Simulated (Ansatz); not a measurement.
**Geometry relaxation, with input and output: HfNH₄Cl₂OF (part 2 of 2)**

Continued. System: HfNH₄Cl₂OF. Method: RKS PBE-D4/def2-SVP (Ansatz 0.2.0). The input holds or restrains some coordinates. Forces given for the steps count only the free coordinates. It belongs to a series of runs on one base structure; here: pulled along the bonds that form and break, towards end B.

Geometry of the input (Å):
```
Hf 0.0000  0.0000  0.0000
N  0.0000  0.0000  2.5600
H  -0.8770  -0.2713  3.0900
H  0.8770  0.2713  3.0900
F  1.8671  0.0000  -0.6593
Cl -1.1869  2.0563  -0.8392
Cl -1.1869  -2.0563  -0.8392
O  0.8885  2.0662  0.7473
H  1.6795  1.8943  1.3513
H  0.5575  1.2964  1.9994
```

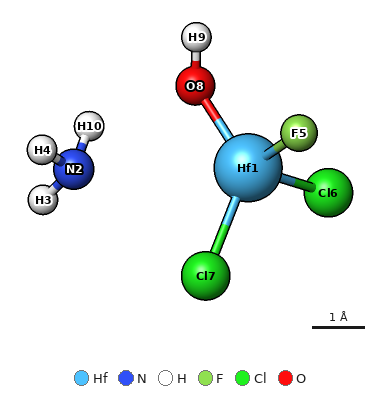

*The geometry at step 11 of the log (ball-and-stick view, seen at a tilt; atoms are numbered from 1 in the order of the input).*

Trajectory as extended XYZ (Å, eV, eV/Å), 11 of the 21 frames kept, from step=1 to step=21:
```
10
Properties=species:S:1:pos:R:3:forces:R:3 step=1 energy=-32647.17807
Hf    0.0000    0.0000    0.0000    1.1949   2.5783   0.6766
N     0.0000    0.0000    2.5600    1.5177   1.2612  -2.6744
H    -0.8770   -0.2713    3.0900    1.2643   0.9758  -0.1934
H     0.8770    0.2713    3.0900   -1.2051  -1.5248   0.3384
F     1.8671    0.0000   -0.6593   -1.8733  -0.7561   0.3671
Cl   -1.1869    2.0563   -0.8392   -0.1077  -2.0596  -0.1043
Cl   -1.1869   -2.0563   -0.8392    0.7936   1.3995   0.6506
O     0.8885    2.0662    0.7473    0.5461  -2.6808   3.5730
H     1.6795    1.8943    1.3513    0.3605   0.7236  -1.3971
H     0.5575    1.2964    1.9994   -2.4910   0.0829  -1.2364
10
Properties=species:S:1:pos:R:3:forces:R:3 step=3 energy=-32647.66936
Hf    0.0575    0.1729   -0.2838    0.0977   1.3718   2.1802
N     0.0388    0.1234    2.7516    0.6518   1.8372  -4.2063
H    -0.8595   -0.2417    3.1105    0.7619   1.0138   0.3462
H     0.9236    0.2317    3.1698    1.4349  -1.9924   2.5406
F     1.8750   -0.0232   -0.6815    0.9197  -0.9670  -0.9564
Cl   -1.2092    2.0304   -0.8640   -1.2304  -0.1850  -1.1845
Cl   -1.1644   -2.0156   -0.8249    0.7752   1.4168   0.5003
O     0.9277    2.0068    0.5697    0.8680  -1.9707   2.6019
H     1.6564    1.9065    1.3010   -1.0191   0.2438  -1.9427
H     0.3729    1.0657    2.2520   -3.2596  -0.7683   0.1208
10
Properties=species:S:1:pos:R:3:forces:R:3 step=5 energy=-32649.60093
Hf    0.1521    0.3286   -0.4719    0.3468   1.1453   1.5715
N     0.0767    0.1575    2.9026   -1.9123   1.3629  -2.9685
H    -0.8243   -0.2429    3.2297    1.0493   0.5344   0.1874
H     0.9516    0.0370    3.3201    1.5296  -1.0399   1.5311
F     1.9567   -0.1529   -0.8787    0.0505  -0.2132  -0.6877
Cl   -1.3937    2.0171   -1.1032   -0.2022  -0.3087  -0.7048
Cl   -1.0399   -1.7898   -0.7401    0.2956   0.5492   0.3529
O     0.9241    1.9003    0.5779    0.0865  -1.1657   0.7224
H     1.7081    1.8797    1.1830   -0.4237  -0.0022  -0.6393
H     0.1072    1.1223    2.4808   -0.8201  -0.8621   0.6349
10
Properties=species:S:1:pos:R:3:forces:R:3 step=7 energy=-32650.55164
Hf    0.1879    0.4445   -0.5082    0.8356   0.8840   1.2652
N     0.0603    0.0858    2.8544   -0.1101   0.9067  -1.0924
H    -0.7885   -0.1903    3.3601    0.2204  -0.0553   0.2204
H     0.9166   -0.0854    3.3968   -0.2931  -0.0594   0.1389
F     1.9138   -0.0910   -1.2007   -0.6276   0.2734  -0.1869
Cl   -1.4077    1.9148   -1.4793    0.2618  -0.2369  -0.2452
Cl   -0.9747   -1.6457   -0.5064    0.0855   0.1655   0.2538
O     0.9028    1.8630    0.7623    0.1802  -1.0195  -0.4124
H     1.7988    1.8468    1.1810   -0.6394   0.0209  -0.3091
H     0.0095    1.1144    2.6403    0.0868  -0.8794   0.3678
10
Properties=species:S:1:pos:R:3:forces:R:3 step=9 energy=-32650.86188
Hf    0.2088    0.5115   -0.5068    0.6295   0.7223   0.9194
N     0.0195    0.0167    2.8537    0.0111   0.5505  -0.1697
H    -0.8012   -0.2033    3.4379    0.0555   0.0130  -0.0889
H     0.8396   -0.2027    3.4391   -0.0630  -0.0212  -0.0585
F     1.7777    0.0552   -1.5169   -0.3674   0.0984   0.1712
Cl   -1.2579    1.8251   -1.8060    0.0943  -0.0835   0.0164
Cl   -0.9308   -1.5496   -0.1759    0.0649   0.1086   0.0093
O     0.9065    1.8439    0.8511   -0.2961  -0.8793  -0.9406
H     1.8167    1.9061    1.1947   -0.0865   0.0701  -0.0268
H     0.0399    1.0539    2.7293   -0.0423  -0.5791   0.1681
10
Properties=species:S:1:pos:R:3:forces:R:3 step=11 energy=-32650.88479
Hf    0.2266    0.5153   -0.4670    0.3448   0.7033   1.1143
N    -0.0405   -0.0381    2.8798    0.1164   0.7437   0.0237
H    -0.9064   -0.1018    3.4549    0.4741   0.0631  -0.2772
H     0.7176   -0.4677    3.4411   -0.2880   0.0686  -0.1486
F     1.7416    0.0716   -1.5317    0.0177   0.0108   0.0025
Cl   -1.2144    1.7635   -1.8416   -0.0150   0.0268  -0.0251
Cl   -0.8951   -1.5374   -0.0891    0.0002  -0.0197  -0.0367
O     0.9248    1.8506    0.8864    0.6980  -0.4724  -0.7068
H     1.8463    2.2225    0.9706   -1.0639  -0.3437  -0.1285
H     0.2184    0.9784    2.7968   -0.2842  -0.7804   0.1822
10
Properties=species:S:1:pos:R:3:forces:R:3 step=13 energy=-32650.98135
Hf    0.2677    0.4669   -0.4418    0.3894   0.7029   1.1892
N    -0.1447    0.0339    2.9024    0.3375   0.4966  -0.3924
H    -0.9401    0.1272    3.5458   -0.0272   0.0154  -0.0134
H     0.4858   -0.6613    3.3244   -0.0415   0.0001  -0.0169
F     1.7245    0.1485   -1.6285   -0.0416   0.0174   0.0174
Cl   -1.2377    1.7635   -1.7089    0.0323  -0.0024   0.0605
Cl   -0.7381   -1.6593   -0.1354    0.0721  -0.0156   0.0193
O     1.0906    1.6928    0.9509   -0.3657  -0.6714  -0.8990
H     1.7353    2.4068    0.7871   -0.0639  -0.0793  -0.0158
H     0.3756    0.9379    2.9041   -0.2913  -0.4635   0.0512
10
Properties=species:S:1:pos:R:3:forces:R:3 step=15 energy=-32651.03432
Hf    0.3017    0.4458   -0.4404    0.5125   0.6855   1.1283
N    -0.2540    0.0821    2.8890    0.6355   0.2627  -0.1012
H    -1.0284    0.3476    3.5216    0.2331  -0.0523  -0.1747
H     0.2281   -0.7286    3.3357   -0.3195   0.4724  -0.2605
F     1.6399    0.3019   -1.8008   -0.1967   0.0545   0.1880
Cl   -1.3694    1.7860   -1.4415    0.0437  -0.1294   0.0825
Cl   -0.3912   -1.8029   -0.0919    0.0874   0.0944  -0.0316
O     1.2186    1.6110    0.9466   -0.1119  -0.3661  -1.0918
H     1.8347    2.3417    0.6999   -0.3213  -0.4333   0.1562
H     0.4389    0.8722    2.8820   -0.5628  -0.5883   0.1047
10
Properties=species:S:1:pos:R:3:forces:R:3 step=17 energy=-32651.13241
Hf    0.3123    0.4487   -0.4490    0.8105   0.5383   1.2413
N    -0.3625    0.1569    2.8624    0.3041   0.3321  -0.3568
H    -1.0892    0.4926    3.5117    0.0569  -0.0293  -0.1218
H     0.0510   -0.6802    3.3018   -0.0544   0.1282  -0.1057
F     1.5142    0.4896   -1.9418   -0.2801   0.0246   0.2701
Cl   -1.5543    1.7047   -1.1995    0.1028  -0.1230   0.1082
Cl   -0.0553   -1.8753   -0.0977    0.0494   0.1801  -0.0609
O     1.3892    1.4658    0.9425   -0.7055  -0.6299  -1.0875
H     2.0289    2.1716    0.7324    0.0135  -0.0687   0.0139
H     0.3845    0.8825    2.8376   -0.2972  -0.3524   0.0992
10
Properties=species:S:1:pos:R:3:forces:R:3 step=19 energy=-32651.18464
Hf    0.3485    0.4588   -0.4598    0.5682   0.4293   1.3521
N    -0.4241    0.2153    2.8309    0.5155   0.3064  -0.1793
H    -1.1552    0.7082    3.3803    0.3771  -0.2110  -0.2401
H    -0.1726   -0.6435    3.3581   -0.1480   0.3688  -0.2272
F     1.4010    0.6794   -2.0454   -0.2105   0.0141   0.2525
Cl   -1.7317    1.5216   -0.9075    0.2183  -0.0902   0.0444
Cl    0.2215   -1.8967   -0.1812    0.0332   0.1847  -0.0495
O     1.4619    1.4057    0.9442   -0.3018  -0.2888  -1.1629
H     2.2354    1.9861    0.7627   -0.3493  -0.2888   0.0830
H     0.4342    0.8219    2.8179   -0.7029  -0.4245   0.1270
10
Properties=species:S:1:pos:R:3:forces:R:3 step=21 energy=-32651.21785
Hf    0.3626    0.4337   -0.4506    0.5915   0.5576   1.5715
N    -0.4618    0.2529    2.8296    0.5769   0.3069  -0.6795
H    -1.1669    0.8138    3.3216    0.0006  -0.0051  -0.0048
H    -0.2790   -0.5826    3.3970   -0.0016  -0.0028   0.0152
F     1.3001    0.8074   -2.0652   -0.0052  -0.0005   0.0033
Cl   -1.7609    1.4214   -0.7602   -0.0113   0.0069  -0.0020
Cl    0.3826   -1.9239   -0.2869    0.0026  -0.0064  -0.0113
O     1.5066    1.3545    0.9451   -0.6760  -0.5661  -1.0374
H     2.3154    1.8687    0.7726    0.0074   0.0034   0.0027
H     0.4200    0.8109    2.7973   -0.4849  -0.2939   0.1422
```

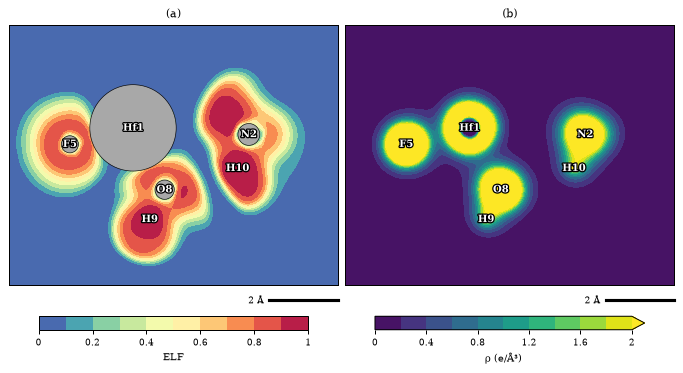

*(a) ELF; (b) electron density on the plane of atoms F5, Hf1 and O8. Grey discs, where drawn, cover atomic cores.*

The section cuts through Hf, N, F, O and H sites. Hf1···N2 (3.39 Å): ρ is about 0.05 e/Å³ halfway; the ELF is only about 0 between them.

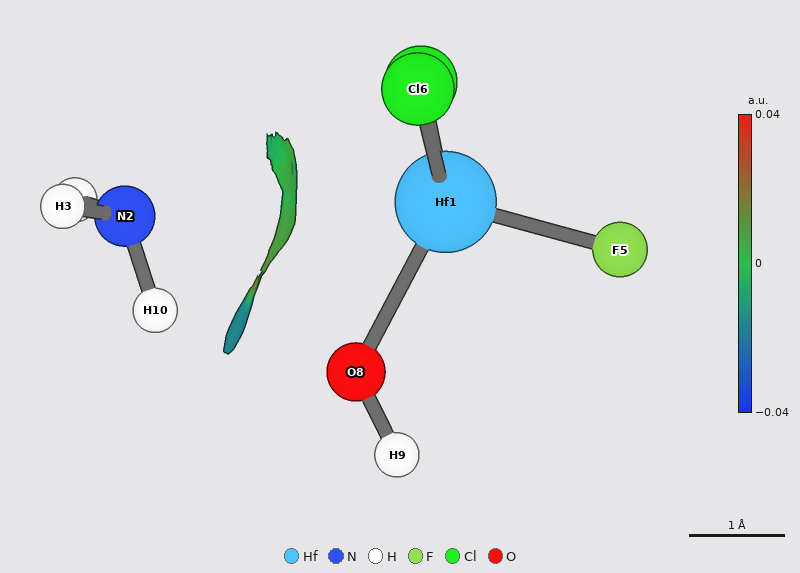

*Non-covalent interaction (NCI) plot: the surface where the reduced density gradient is 0.4, for densities under 0.05 a.u., coloured by sign(λ₂)ρ; seen face on.*

H10···O8 (2.2 Å): a hydrogen bond (blue, attractive); between Hf1 on one side and N2 on the other: a weak, van der Waals-like contact (green).

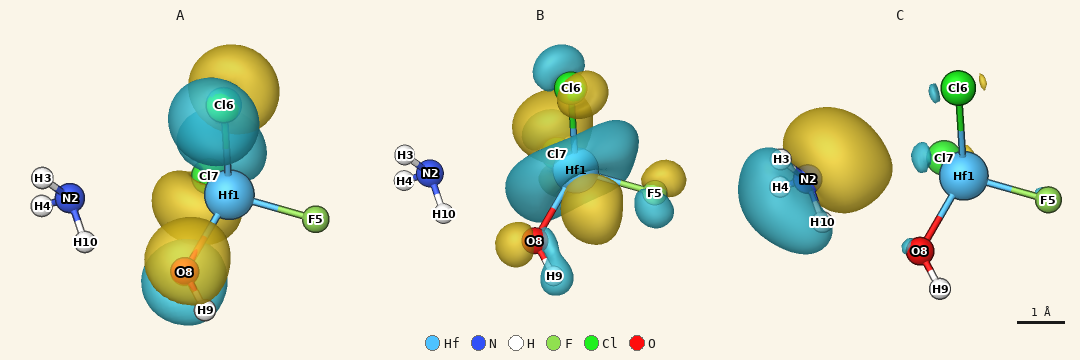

*Three frontier orbitals at ±0.1 Å⁻³ᐟ² (yellow and cyan are the two phases).*

A is the HOMO−1 (−7.55 eV). C is the HOMO (−6.40 eV). B is the LUMO (−1.91 eV). By Hirshfeld shares it lies mainly on Hf1 (70 %). The HOMO–LUMO gap is 4.49 eV between the orbital energies.

Key numbers:

| quantity | value |
| --- | --- |
| outcome | converged under the restraints of the input |
| total energy | −32651.2179 eV |
| mean-field energy | −32650.9994 eV |
| largest force (length of the vector) at the end, held atoms and coordinates included | 1.769 eV/Å |
| wall time | 49 s (CPU time 3.1 min) |
| peak memory | 0.2 GiB |
